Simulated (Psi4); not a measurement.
**SiHCl3 (SMILES Cl[SiH](Cl)Cl) at MP2/def2-SVPD**

Aim: the energy change on altering one bond length of SiHCl3 at MP2/def2-SVPD, from 2 runs. 

Program for the calculation: Psi4 1.11.

4 further runs of the same task are left out: 4 that didn't finish. Runs told in other sessions of the task aren't counted.

## 1. The structure to begin with

SiHCl3: 5 atoms, total charge 0, spin state singlet. SMILES: `Cl[SiH](Cl)Cl`. The shape is that of a PBE0-D4/def2-TZVP optimisation.

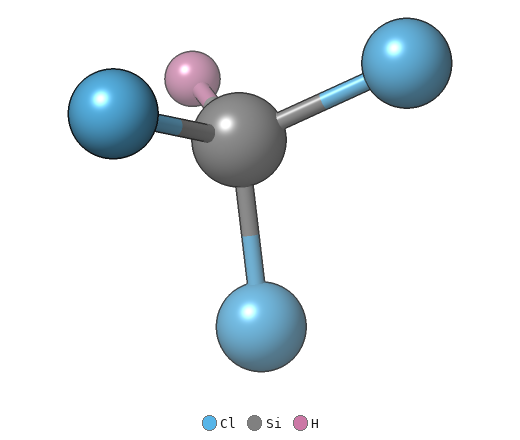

The structure, seen from a chosen angle (chlorine blue, silicon grey, hydrogen pink).

## 2. The energy at MP2/def2-SVPD

Input file run.py:

```python
import psi4

psi4.set_memory(2200000000)
psi4.set_num_threads(1)
psi4.core.set_output_file('output.dat', False)

geom = psi4.geometry("""
Cl     1.690930    -0.571430     0.891880
Si    -0.081300    -0.012690     0.075440
Cl     0.017700     1.933700    -0.491290
Cl    -0.476020    -1.170520    -1.544190
H     -1.151310    -0.179060     1.068150
units angstrom
symmetry c1
no_reorient
no_com
""")

psi4.set_options({
    'basis': 'def2-SVPD',
    'puream': True,
    'e_convergence': 1e-09,
    'd_convergence': 1e-08,
    'scf_type': 'pk',
    'num_frozen_docc': 20,
    'mp2_type': 'conv',
})

e_tot = psi4.energy("mp2")
print(f'total energy {e_tot:.8f} hartree = {e_tot * 27.211386:.5f} eV')
```

Started as:

```sh
python run.py
```

output.dat, shortened:

```text
[...]
  Running in c1 symmetry.
[...]
  Nuclear repulsion =  338.990847764318517
[...]
  Multiplicity = 1
[...]
  Nalpha       = 33
  Nbeta        = 33
[...]
    Number of basis functions: 113
[...]
   @RHF iter   1: -1667.62389481497939   -8.08416e-03   2.16689e-03 DIIS/ADIIS
[...]
   @RHF iter  10: -1667.66358955503279   -1.34150e-11   4.40800e-09 DIIS
[...]
    Orbital Energies [Eh]
    ---------------------
    Doubly Occupied:
       1A   -104.826265     2A   -104.826259     3A   -104.826254
       4A    -68.900361     5A    -10.588239     6A    -10.588236
       7A    -10.588225     8A     -8.062920     9A     -8.062918
      10A     -8.062914    11A     -8.060223    12A     -8.060220
      13A     -8.060206    14A     -8.060195    15A     -8.060189
      16A     -8.060185    17A     -6.256969    18A     -4.368660
      19A     -4.368659    20A     -4.366588    21A     -1.158731
      22A     -1.114875    23A     -1.114874    24A     -0.731449
      25A     -0.591928    26A     -0.586496    27A     -0.586494
      28A     -0.511908    29A     -0.511907    30A     -0.485610
      31A     -0.485607    32A     -0.478069    33A     -0.469719
[...]
  @RHF Final Energy: -1667.66358955503279
   => Energetics <=
    Nuclear Repulsion Energy =            338.9908477643185165
    One-Electron Energy =               -2981.5441721384440825
    Two-Electron Energy =                 974.8897348190928369
    Total Energy =                      -1667.6635895550327859
[...]
 Multipole Moments:
 ------------------------------------------------------------------------------------
     Multipole            Electronic (a.u.)      Nuclear  (a.u.)        Total (a.u.)
 ------------------------------------------------------------------------------------
 L = 1.  Multiply by 2.5417464519 to convert [e a0] to [Debye]
 Dipole X            :        -35.5604692           35.2714736           -0.2889956
 Dipole Y            :         -5.5309581            5.4859316           -0.0450265
 Dipole Z            :         32.9923344          -32.7241794            0.2681550
 Magnitude           :                                                    0.3968034
[...]
	SCS-MP2 Total Energy (a.u.)        : -1668.17698922094132
	SOS-MP2 Total Energy (a.u.)        : -1668.12994305602206
	SCSN-MP2 Total Energy (a.u.)       : -1667.91199330580753
[...]
	SOS-PI-MP2 Total Energy (a.u.)     : -1668.20766863952031
[...]
	MP2 Total Energy (a.u.)            : -1668.19335596728229
[...]
```

On the terminal:

```text
total energy -1668.19335597 hartree = -45393.85333 eV
```

It took 12 s on 1 thread of Intel Xeon Platinum 8259CL at 2.50GHz (Skylake/Cascade Lake), shared host; peak memory 0.85 GiB.

## 3. The distorted shape at the same level

Input file cl3hsi.xyz:

```xyz
5
Cl3HSi
Cl     1.611732    -2.128501     1.345252
Si    -0.160498    -1.569761     0.528812
Cl     0.017700     1.933700    -0.491290
Cl    -0.555218    -2.727591    -1.090818
H     -1.230508    -1.736131     1.521522
```

Input file run.py:

```python
import numpy as np
from ase.calculators.psi4 import Psi4
from ase.io import read

a = read('cl3hsi.xyz')
calc = Psi4(atoms=a, method='mp2', basis='def2-SVPD', memory='2200MB', num_threads=1, charge=0, multiplicity=1, label='calc')
calc.psi4.set_options({'puream': True, 'e_convergence': 1e-09, 'd_convergence': 1e-08, 'scf_type': 'pk', 'num_frozen_docc': 20, 'mp2_type': 'conv'})
a.calc = calc

print(f'energy: {a.get_potential_energy():.6f} eV')
```

Started as:

```sh
python run.py
```

calc.dat, shortened:

```text
[...]
  Running in c1 symmetry.
[...]
  Nuclear repulsion =  282.676169915692697
[...]
  Multiplicity = 1
[...]
  Nalpha       = 33
  Nbeta        = 33
[...]
    Number of basis functions: 113
[...]
   @RHF iter   1: -1667.36752342671161   -4.08541e-01   3.38495e-03 DIIS/ADIIS
[...]
   @RHF iter  13: -1667.49459864837536   -3.18323e-12   3.81746e-09 DIIS
[...]
  @RHF Final Energy: -1667.49459864837536
   => Energetics <=
    Nuclear Repulsion Energy =            282.6761699156926966
    One-Electron Energy =               -2867.7229517167038466
    Two-Electron Energy =                 917.5521831526357346
    Total Energy =                      -1667.4945986483753586
[...]
 Multipole Moments:
 ------------------------------------------------------------------------------------
     Multipole            Electronic (a.u.)      Nuclear  (a.u.)        Total (a.u.)
 ------------------------------------------------------------------------------------
 L = 1.  Multiply by 2.5417464519 to convert [e a0] to [Debye]
 Dipole X            :          1.4134192           -1.7155545           -0.3021353
 Dipole Y            :         -2.5182192           -0.9599983           -3.4782174
 Dipole Z            :         -0.6379659            1.7621156            1.1241497
 Magnitude           :                                                    3.6678324
[...]
	SCS-MP2 Total Energy (a.u.)        : -1668.02494384648253
	SOS-MP2 Total Energy (a.u.)        : -1668.01799007748946
	SCSN-MP2 Total Energy (a.u.)       : -1667.74389199063626
[...]
	SOS-PI-MP2 Total Energy (a.u.)     : -1668.05825095665205
[...]
	MP2 Total Energy (a.u.)            : -1668.03885138446799
[...]
```

On the terminal:

```text
energy: -45389.649089 eV
```

Wall time 16 s (1 thread of Intel Xeon Platinum 8259CL at 2.50GHz (Skylake/Cascade Lake), shared host); peak memory 0.86 GiB.

## 4. Outcome

Level: MP2/def2-SVPD, 20 core orbitals frozen.

| quantity | value |
| --- | --- |
| first shape: total energy | -1668.19336 Eh |
| first shape: HOMO energy (Hartree–Fock orbitals) | -12.78 eV |
| first shape: LUMO energy (Hartree–Fock orbitals) | 2.12 eV |
| first shape: HOMO–LUMO gap (Hartree–Fock orbitals) | 14.90 eV |
| first shape: correlation energy (20 core orbitals frozen) | -529.8 mEh |
| distorted shape: total energy | -1668.03885 Eh |
| distorted shape: HOMO energy (Hartree–Fock orbitals) | -9.67 eV |
| distorted shape: LUMO energy (Hartree–Fock orbitals) | -2.61 eV |
| distorted shape: HOMO–LUMO gap (Hartree–Fock orbitals) | 7.07 eV |
| distorted shape: correlation energy (20 core orbitals frozen) | -544.3 mEh |
| energy change with the Si2–Cl3 bond stretched from 2.030 to 3.653 Å | 4.204 eV |

What this shows: One bond (distorted shape) is far stretched, which a spin-restricted single reference describes badly; perturbation theory on it can break down and give far too much correlation. With the Si2–Cl3 bond stretched from 2.030 to 3.653 Å the energy rises by 4.20 eV (406 kJ/mol). The first shape isn't relaxed at this level, so the change isn't measured from a minimum. A restricted reference can't describe the breaking bond well at this length.
